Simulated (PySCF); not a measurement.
## A study: CH5AlO2, SMILES `C[Al](O)O`

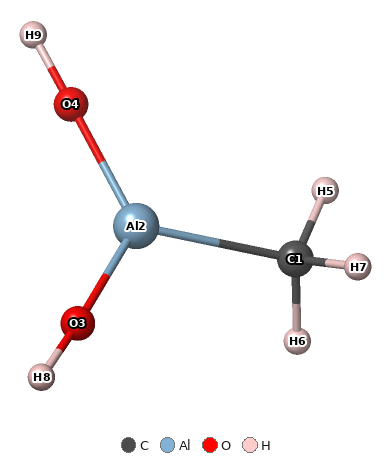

The molecule, with its atoms numbered as below. No frequency check shows the geometry to be a minimum.

Cartesian coordinates (Å):

```
C1       1.8839    0.1025   -0.0000
Al2     -0.1065   -0.0006   -0.0006
O3      -0.7856   -1.5010    0.0003
O4      -0.9720    1.4006    0.0003
H5       2.2311    1.1324   -0.0219
H6       2.3006   -0.4173   -0.8605
H7       2.2969   -0.3774    0.8851
H8      -1.2127   -2.3436    0.0005
H9      -1.4739    2.2009    0.0006
```

Part 1: Bonding charge

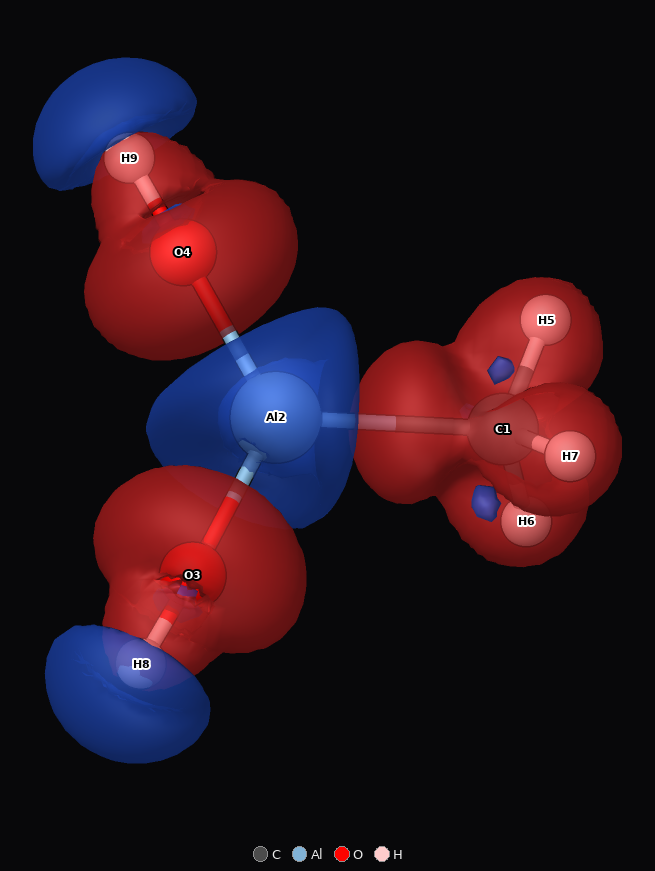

Deformation density (molecule less spherical, spin-averaged free atoms at the same positions), surfaces at ±0.06 e/Å³; red: gain, blue: loss.

Method: B3LYP/6-31+G*; geometry: GFN2-xTB; program: PySCF.

Question: How much density has each bond gained at its critical point, relative to the free atoms?

Answer: O3–H8: +0.69 e/Å³ at the bond critical point (bond length 0.94 Å). O4–H9: +0.69 e/Å³ at the bond critical point (bond length 0.94 Å). C1–H5: +0.60 e/Å³ at the bond critical point (bond length 1.09 Å). C1–H6 and C1–H7: +0.59 e/Å³ at the bond critical point (bond length 1.09 Å). C1–Al2: +0.12 e/Å³ at the bond critical point (bond length 1.99 Å). Al2–O3: −0.01 e/Å³ at the bond critical point (bond length 1.65 Å); up to 0.6 Å beside the axis the gain reaches +0.21 e/Å³. Al2–O4: −0.01 e/Å³ at the bond critical point (bond length 1.65 Å); up to 0.6 Å beside the axis the gain reaches +0.21 e/Å³. In all, 2.1 electrons gather in the regions of gain relative to the promolecule. A small or negative value marks a very polar bond, one between electron-rich atoms, whose free-atom densities already overlap strongly, a long bond to a heavier atom, or a closed-shell contact such as a hydrogen bond.

Question: Where do the Hirshfeld charges lie?

Answer: The highest Hirshfeld charge is on Al2 (+0.60 e), the lowest on O3 (−0.40 e).

Part 2: Bond critical points

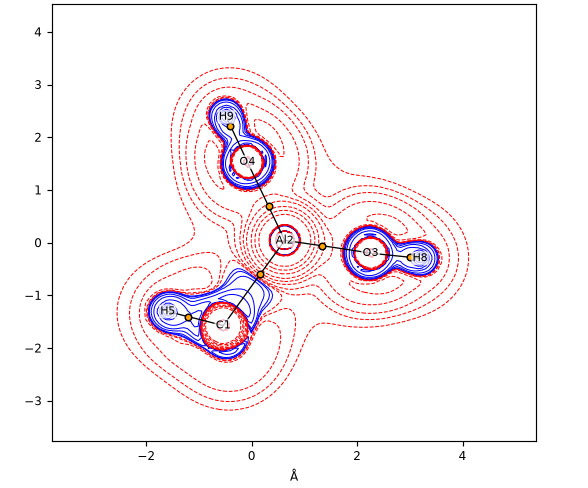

Negative Laplacian of the density (−∇²ρ) in the plane of C1, Al2, O3, O4, H5, H8 and H9 (solid blue lines positive, dashed red lines negative, contours at ±0.02 to ±8 a.u.), with bond paths and bond critical points (dots).

Question: Sort the bonds in the plane by the sign of ∇²ρ at their critical points.

Answer: Concentrated (∇²ρ < 0): O3–H8 (−1.98 a.u.); O4–H9 (−1.98 a.u.); C1–H5 (−0.88 a.u.). Depleted (∇²ρ > 0): Al2–O3 (+1.08 a.u., H = +0.021); Al2–O4 (+1.08 a.u., H = +0.021); C1–Al2 (+0.30 a.u., H = −0.020).

Question: Where along O4–H9 does the critical point lie?

Answer: 0.76 Å from O4 and 0.19 Å from H9.

Part 3: Local ionisation energy

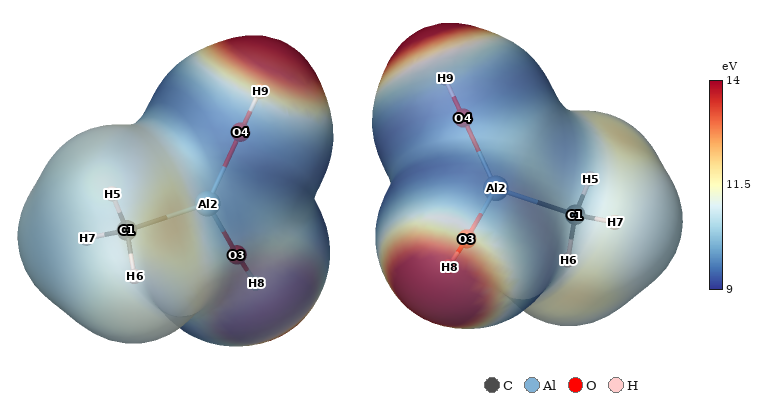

Average local ionisation energy on the surface of electron density 0.001 a.u. (back view left, front view right).

Question: Where are the most loosely bound electrons on this surface?

Answer: The lowest value is 9.3 eV, off the O4–H9 bond (1.9 to 2.1 Å from its atoms). Further minima include 9.5 eV, over Al2, off the plane of its three bonds (1.9 Å), and at like points elsewhere; 10.1 eV, near H6 (1.87 Å), H7 (1.93 Å), H5 (2.00 Å) and C1 (2.04 Å). For comparison, the highest occupied orbital lies at −7.8 eV.

Part 4: Excited states

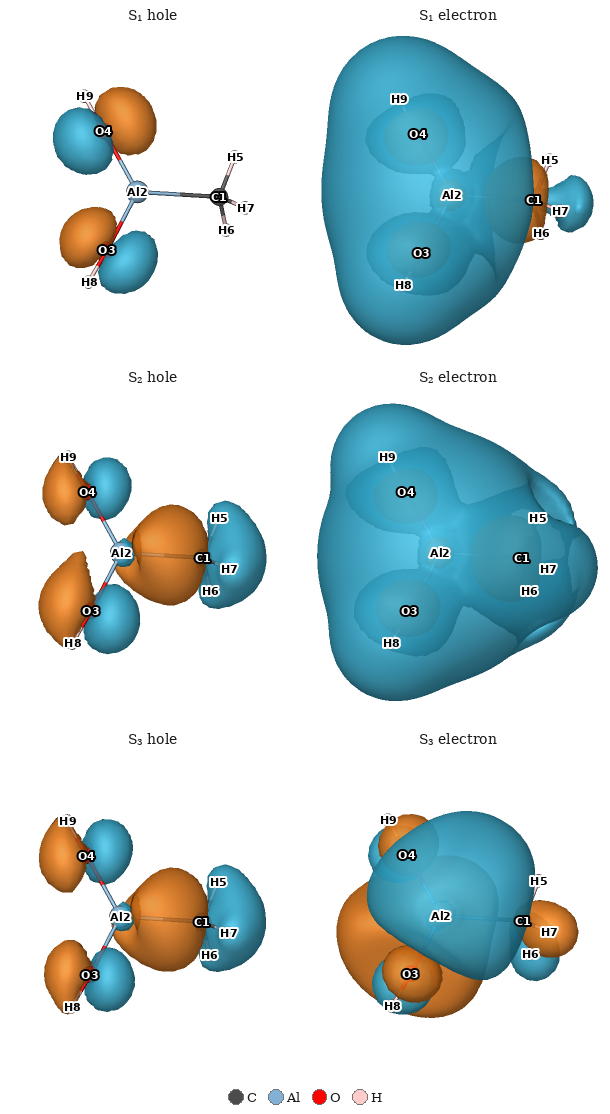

Leading natural transition orbitals (TDA singlet states).

PySCF calculation, CAM-B3LYP/6-31G*, gas phase; geometry: GFN2-xTB. Without diffuse functions Rydberg states are missing, so the states' numbers hold for this basis only.

Question: Describe these excited states.

Answer: By state:
- S₁: 7.40 eV (168 nm), f = 0.018; the leading pair carries 92 %; hole on O4 (46 %), O3 (37 %) and Al2 (8 %), electron on Al2 (52 %), O4 (11 %) and O3 (10 %); their centroids lie 0.3 Å apart; S₂ lies within 0.1 eV of it.
- S₂: 7.48 eV (166 nm), f = 0.295 (bright); the leading pair carries 96 %; hole on C1 (35 %), O3 (22 %) and Al2 (18 %), electron on Al2 (52 %), C1 (10 %) and O3 and O4 (8 % each); their centroids lie 0.7 Å apart; S₁ and S₃ lie within 0.1 eV of it.
- S₃: 7.56 eV (164 nm), f = 0.028; the leading pair carries 94 %; hole on C1 (37 %), Al2 (19 %) and O3 and O4 (15 % each), electron on Al2 (69 %), O3 and O4 (9 % each) and C1 (6 %); their centroids lie 0.8 Å apart; S₂ and S₄ lie within 0.1 eV of it.

Part 5: Removing or adding an electron

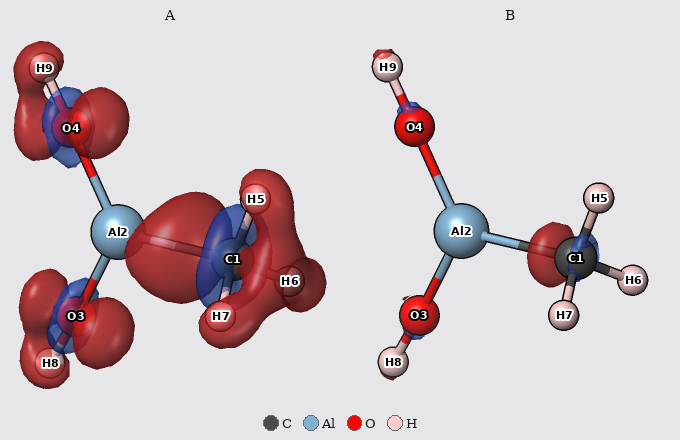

The two Fukui functions at ±0.04 e/Å³ (red positive, blue negative).

PySCF calculation, B3LYP/def2-SVP, gas phase; geometry: GFN2-xTB.

Question: Which panel is f⁻ (electron removed) and which f⁺ (electron added)?

Answer: A is f⁻, B is f⁺. f⁻ (Hirshfeld-condensed) is largest on Al2 (0.21), C1 (0.20) and O4 (0.12); the vertical ionisation energy is 10.02 eV. f⁺ (Hirshfeld-condensed) is largest on Al2 (0.45); the vertical electron affinity is −1.97 eV (the stability of the anion's solution wasn't checked; negative, but this basis has no diffuse functions, so it doesn't show that the anion is unbound).

Question: What chemical potential and hardness follow from the two energies?

Answer: μ = −(I + A)/2 = −4.02 eV and η = I − A = 11.99 eV.

Part 6: Localised orbitals

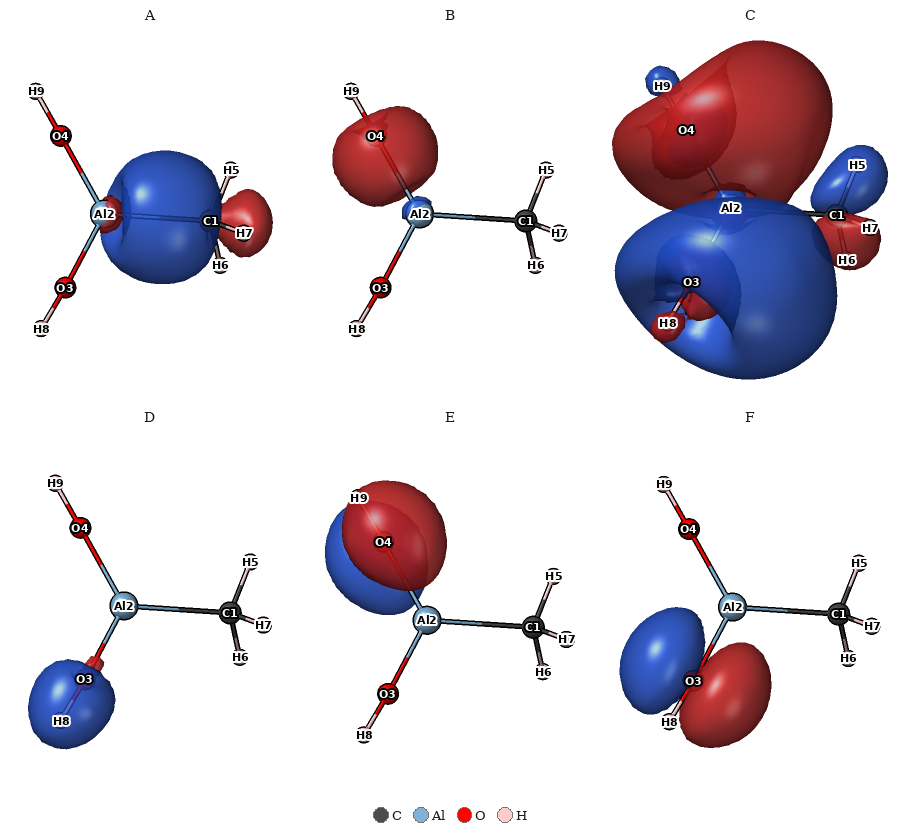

Intrinsic bond orbitals (IBO), occupied and valence-virtual; each surface holds about 85 % of the orbital's density. Energies are diagonal elements of the Fock matrix.

Computed with PySCF, B3LYP/def2-TZVP, geometry: GFN2-xTB.

Question: Identify each orbital.

Answer: By panel:
- A: σ bond C1–Al2 (C1 70 %, Al2 29 %; −9.3 eV)
- B: pair mostly on O4, shared in part with Al2 (O4 84 %, Al2 15 %; −20.2 eV)
- C: σ* orbital Al2–O3, mostly on Al2 (Al2 83 %, O3 8 %, O4 8 %; 6.4 eV)
- D: σ bond O3–H8 (O3 69 %, H8 30 %; −20.2 eV)
- E: lone pair on O4 (p-type) (O4 93 %, Al2 7 %; −8.8 eV)
- F: lone pair on O3 (p-type) (O3 95 %, Al2 5 %; −8.7 eV)

Question: How do all the valence pairs divide up?

Answer: 12 pairs: 6 σ bonds, 4 lone pairs and 2 strongly polarised pairs.
